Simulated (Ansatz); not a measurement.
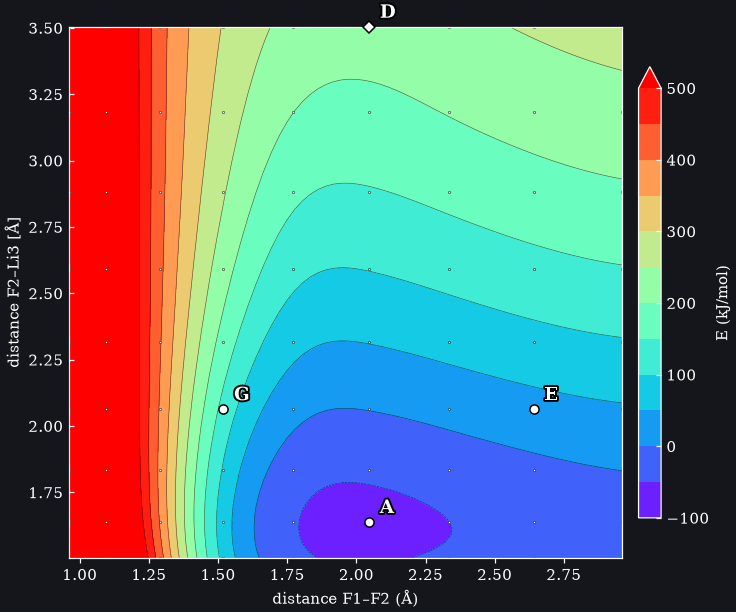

The system F + FLi, spin multiplicity 2. 
- Coordinates scanned: (1) distance F1–F2; (2) distance F2–Li3.
- Nothing is relaxed (the angle F1–F2–Li3 is fixed at 120 degrees).
- The grid has 9 × 9 points.
- Energies are in kJ/mol, from F far from the relaxed FLi (each part in its own basis).
- Theory: Ansatz 0.2.0, UKS r2SCAN-D4/def2-TZVPD.

In the figure: filled contours, dots at the grid points, one colour for all values above the top of the scale, lettered points. Between grid points the surface is interpolated.

Is D the lowest point of the computed grid?

Answer. No. D lies 284 kJ/mol above the lowest grid point, which is at distance F1–F2 = 2.046 Å, distance F2–Li3 = 1.638 Å.

What kind of point is each of A, E: minimum, saddle, maximum or slope?

Answer. A: minimum; E: on a slope. (In these two coordinates alone; a stationary point may lie a little off the grid point.)

Rank the lettered points by energy, lowest first.

Answer. A (−63 kJ/mol), E (33 kJ/mol), G (134 kJ/mol), D (222 kJ/mol).
